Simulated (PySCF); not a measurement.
SiCl (charge −1, triplet)

```xyz
2

Si    0.0000    0.0000   -1.2489
Cl    0.0000    0.0000    0.9991
```

Computed with PySCF 2.14.0, PBE0/def2-TZVPPD, non-relativistic Hamiltonian with scalar-relativistic core potentials where named, at a bond length of 2.248 Å.

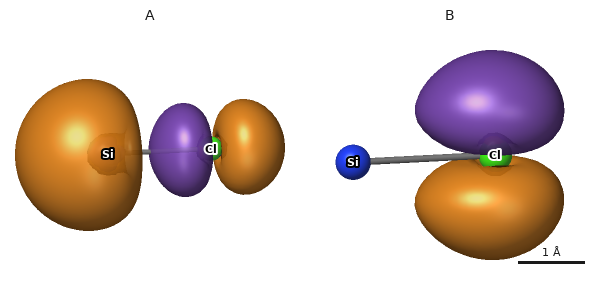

Figure 1. Two frontier β-spin orbitals, each drawn at the value that holds 80 % of its norm (orange and purple are the two phases), in no order; of a degenerate pair one member is drawn.

Name the orbitals and rank them from lowest to highest energy.

Answer. Orbital B: π, occupied in this spin, −3.67 eV; mainly on Cl (90 %).
Orbital A: σ, occupied in this spin, −2.48 eV; mainly on Si (70 %).

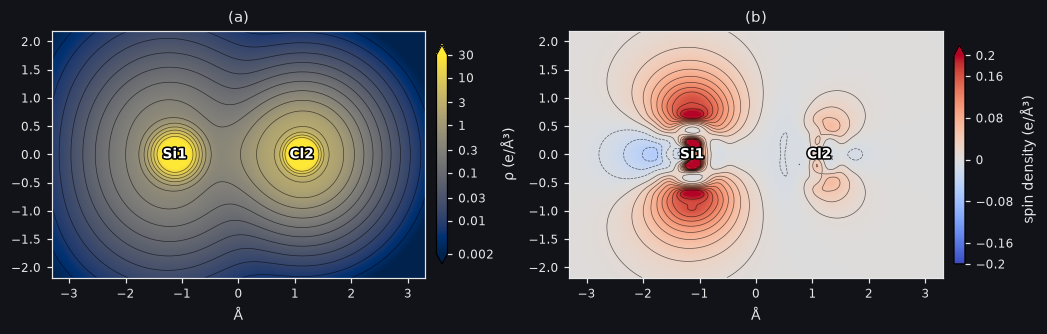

Figure 2. (a) electron density; (b) spin density (α minus β) on a plane that holds the molecular axis.

Read the bonding off the picture.

Answer. The section cuts through Si and Cl sites. Si–Cl (2.25 Å): ρ is about 0.6 e/Å³ halfway, with its minimum of 0.46 e/Å³ about 0.8 Å from Si. The unpaired spin (2 electrons) lies mostly on Si1 (about 1.9) and Cl2 (about 0.1), in electrons by Hirshfeld's partition.
